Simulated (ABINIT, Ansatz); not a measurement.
# Quasiparticle gap of Ba3ZnN2O (P4/mmm) in ABINIT, part 3 of 3

Wanted: ground state, empty states, screening and self-energy for Ba3ZnN2O (P4/mmm).

ABINIT 10.8.3; PBEsol and many-body steps on it, plane waves. Known limits of the many-body steps: not at the basis limit; d shell near the gap, gap tends to lie low; no spin-orbit coupling; coarse k mesh.

So far. Step 4 (Empty states on the mesh, 2×2×1 mesh, 121 bands): On this mesh the gap is 0.756 eV. The earlier step found 0.396 eV, so this mesh misses an edge. Step 5 (Screening, 2×2×1 mesh, 111 bands, screening to 98 eV): Local fields lower ε∞ by 12 %. On a Γ-centred mesh this coarse the value itself is usually too large, while a short band sum pulls it down.

## 6. Self-energy, 2×2×1 mesh, 111 bands, screening to 98 eV

The self-energy is evaluated for the states that the input lists, and the levels follow from it, in one-shot runs by the linearised quasiparticle equation.

This step: G0W0 on PBEsol, plane waves, norm-conserving pseudopotentials.

run.abi reads:

```
acell 3*1.0 Angstrom
rprim 
  4.149767000000 0.000000000000 0.000000000000
  0.000000000000 4.149767000000 0.000000000000
  0.000000000000 0.000000000000 9.292831000000
ntypat 4
znucl 56 30 7 8
natom 7
typat 1 1 1 2 3 3 4
xred 
  0.000000000000 0.000000000000 0.217885000000
  0.000000000000 0.000000000000 0.782115000000
  0.500000000000 0.500000000000 0.500000000000
  0.500000000000 0.500000000000 0.000000000000
  0.500000000000 0.500000000000 0.800540000000
  0.500000000000 0.500000000000 0.199460000000
  0.000000000000 0.000000000000 0.500000000000
pp_dirpath "pseudos"
pseudos "Ba.upf, Zn.upf, N.upf, O.upf"
ecut 38
ngkpt 2 2 1
nshiftk 1
shiftk 0 0 0
kptopt 1
chksymbreak 0
istwfk *1
occopt 1
irdwfk 1
optdriver 4
nband 111
gwcalctyp 0
ecutsigx 38
symsigma 1
nkptgw 1
kptgw 
  0.0000000000 0.0000000000 0.0000000000
bdgw 
  32 35
ecuteps 3.6
irdscr 1
ppmodel 1
indata_prefix "in"
outdata_prefix "out"
tmpdata_prefix "tmp"
```

On the command line:

```sh
> OMP_NUM_THREADS=1 mpirun -n 4 abinit run.abi > log
```

Numbers of over 12 decimals in the logs are rounded to 6 here.

The program printed:

```text
.Version 10.8.3 of ABINIT. v10.8.2 released Aug 2026.

 Symmetries : space group P4/m m m (#123); Bravais tP (primitive tetrag.)
[... echo of the input left out ...]
== DATASET  1 ==================================================================
-   mpi_nproc: 4, omp_nthreads: 1 (-1 if OMP is not activated)

--- !DatasetInfo
iteration_state: {dtset: 1, }
dimensions: {natom: 7, nkpt: 3, mband: 111, nsppol: 1, nspinor: 1, nspden: 1, mpw: 12112, }
cutoff_energies: {ecut:  38.0, pawecutdg:  -1.0, }
electrons: {nelect:   6.60000000E+01, charge:   0.00000000E+00, occopt:   1.00000000E+00, tsmear:   1.00000000E-02, }

 SIGMA: Calculation of the GW corrections

 Based on a program developped by R.W. Godby, V. Olevano, G. Onida, and L. Reining.
 Incorporated in ABINIT by V. Olevano, G.-M. Rignanese, and M. Torrent.
.Using double precision arithmetic ; gwpc =  8

[... cell and pseudopotentials left out ...]
--------------------------------------------------------------------------------

 ==== K-mesh for the wavefunctions ====
 Number of points in the irreducible wedge :     3
[... list of points left out ...]
 Together with 16 symmetry operations and time-reversal symmetry
 yields     4 points in the full Brillouin Zone.

 ==== Q-mesh for screening function ====
 Number of points in the irreducible wedge :     3
[... list of points left out ...]
 Together with 16 symmetry operations and time-reversal symmetry
 yields     4 points in the full Brillouin Zone.

 vcoul_init : cutoff-mode = AUXILIARY_FUNCTION
 q-points for optical limit:   1
     1)      0.000010    0.000020    0.000030
 setmesh: FFT mesh size selected  =    45x   45x  100
          total number of points  =       202500

 Number of electrons calculated from density =   66.0000; Expected =   66.0000
 average of density, n =  0.061116
 r_s =    1.5749
 omega_plasma =   23.8469 [eV]

 === KS Band Gaps ===
  >>>> For spin  1
   Minimum direct gap =   0.7560 [eV], located at k-point      :   0.0000  0.0000  0.0000
   Fundamental gap    =   0.7560 [eV], Top of valence bands at :   0.0000  0.0000  0.0000
                                       Bottom of conduction at :   0.0000  0.0000  0.0000
 SIGMA fundamental parameters:
 PLASMON POLE MODEL  1
 number of plane-waves for SigmaX                12061
 number of plane-waves for SigmaC and W            371
 number of plane-waves for wavefunctions         12061
 number of bands                                   111
 number of independent spin polarizations            1
 number of spinorial components                      1
 number of k-points in IBZ                           3
 number of q-points in IBZ                           3
 number of symmetry operations                      16
 number of k-points in BZ                            4
 number of q-points in BZ                            4
 number of frequencies for dSigma/dE                 9
 frequency step for dSigma/dE [eV]                0.25
 number of omega for Sigma on real axis              0
 max omega for Sigma on real axis  [eV]           0.00
 zcut for avoiding poles [eV]                     0.10

 EPSILON^-1 parameters (SCR file):
 dimension of the eps^-1 matrix on file            371
 dimension of the eps^-1 matrix used               371
 number of plane-waves for wavefunctions         12061
 number of bands                                   111
 number of q-points in IBZ                           3
 number of frequencies                               2
 number of real frequencies                          1
 number of imag frequencies                          1

 matrix elements of self-energy operator (all in [eV])

 Perturbative Calculation

--- !SelfEnergy_ee
iteration_state: {dtset: 1, }
kpoint     : [   0.000,    0.000,    0.000, ]
spin       : 1
KS_gap     :    0.756
QP_gap     :    0.990
Delta_QP_KS:    0.234
data: !SigmaeeData |
     Band     E0 <VxcDFT>   SigX SigC(E0)      Z dSigC/dE  Sig(E)    E-E0       E
       32   5.789 -16.301 -19.818   3.985   0.739  -0.353 -15.955   0.346   6.135
       33   5.789 -16.301 -19.818   3.985   0.739  -0.353 -15.955   0.346   6.135
       34   6.545  -8.572  -4.131  -3.730   0.816  -0.225  -7.992   0.580   7.125
       35   6.792 -12.119  -8.095  -3.197   0.798  -0.254 -11.459   0.660   7.452

== END DATASET(S) ==============================================================
================================================================================

 -outvars: echo values of variables after computation  --------
           etotal      0.0000000000E+00
            nband         111
             nkpt           3
          spgroup         123
 [... the other variables as echoed above ...]

 Calculation completed.
```

It took 8.7 s on 4 MPI ranks of Arm Neoverse V1, shared host; peak memory 1 GiB.

This step gave:

```yaml
g0w0_gap_on_the_points_computed: 0.9900 eV
starting_gap_on_the_mesh: 0.7559 eV
k_of_the_valence_top: 0, 0, 0
k_of_the_conduction_bottom: 0, 0, 0
z_at_the_valence_top: 0.739
z_at_the_conduction_bottom: 0.816
least_direct_g0w0_gap_on_the_computed_points: 0.9900 eV
```

The gap on the mesh goes from 0.76 eV to 0.99 eV, a correction of +0.23 eV. The start differs from the 0.40 eV found before because the two sample other k points.

Limits: finite bands, cutoff and mesh; d shell near the gap, gap tends to lie low; no spin-orbit coupling; coarse k mesh. v1 is the top filled band, c1 the lowest empty one. The levels before and after the correction (eV, zero at the valence-band top of each column):

```
           conduction bottom  valence top
Kohn-Sham               0.76         0.00
     G0W0               0.99         0.00
```

```
             level  energy (eV)
Kohn-Sham  Γ v2-v1        0.000
Kohn-Sham     Γ c1        0.756
Kohn-Sham     Γ c2        1.003
     G0W0  Γ v2-v1        0.000
     G0W0     Γ c1        0.990
     G0W0     Γ c2        1.317
```

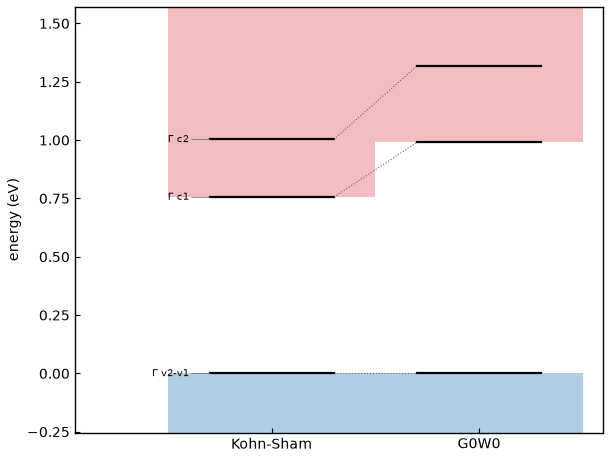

Levels before and after the correction. Shaded: valence and conduction bands.

## 7. Where the time went

Times are wall times on 4 MPI ranks of Arm Neoverse V1, shared host. The host was busy with other work, so they are no guide to cost.

```
                          step     time  share  memory (GiB)
                  ground state  3.7 min   46 %          0.59
bands along the symmetry lines  2.7 min   34 %          0.63
      empty states on the mesh     59 s   12 %          0.44
                     screening     31 s    6 %           1.4
                   self-energy    8.7 s    2 %           1.0
```

## 8. Results

```
PBEsol gap                           : 0.40 eV, indirect
G0W0 gap on the mesh                 : 0.99 eV
G0W0 gap over the zone (rigid shift) : 0.63 eV
GW settings                          : 2×2×1 mesh, 111 bands, screening to 98 eV, Godby-Needs plasmon pole
known limits                         : not at the basis limit; d shell near the gap, gap tends to lie low; no spin-orbit coupling; coarse k mesh
```

In words: G0W0 moves the gap on the mesh from 0.76 eV to 0.99 eV (+0.23 eV), with Z of 0.74 and 0.82 at the edges. The mesh misses the band edges by 0.36 eV in all; a rigid shift gives 0.63 eV for the zone. Local fields lower the RPA ε∞ on this mesh from 10.63 to 9.32; a Γ-centred mesh this coarse tends to raise both, most where the direct gap is narrow, while a short band sum lowers them. Only 1 of the mesh's irreducible points was corrected, so a valley elsewhere could overtake. Bands and cutoff are finite, so the gap is not at the basis limit. The miss can reach some tenths of an eV and take either sign; the mesh is an error of its own. In the G0W0 run levels were corrected at 1 k point alone, so a gap called «on the mesh» is the least over those, and an edge elsewhere would be missed. A denser mesh or path gives a starting gap of 0.40 eV: the GW mesh misses a band edge, so its gaps are not the fundamental one. The 2×2×1 mesh is coarse for this cell, which bears on the long-range parts of exchange and screening. A d shell, filled or nearly so, lies near the gap. One-shot GW converges very slowly in bands there, not always from below, and on a semilocal start the gap tends to come out low; starts rich in exact exchange can overshoot instead. The many-body steps are scalar-relativistic: spin-orbit coupling is not in them.

[Paths, hosts, dates, memory and timing lines, banners, echoed tables and standing remarks are left out of the program output.]

[Logs are printed without paths, hosts, clocks, repeated set-up lines and the standing remarks that a program may print on its own settings, such as how far it seeks lower states.]

[Runs of the session that timed out or met a known fault of the program may be left out.]

[Hosts, paths, dates, database ids (printed as entryN), source tags and the programs' standing remarks are cut or masked in the printed files.]

[G0W0 gaps are taken among the corrected bands and points alone; a level outside them can change the order at an edge.]

[Where Ansatz stands beside ABINIT at settings called matched, ABINIT's density can come from a denser mesh and the files from another edition; pairs whose starting gaps differed by over 0.03 eV were left out, so agreement reads better than it is.]
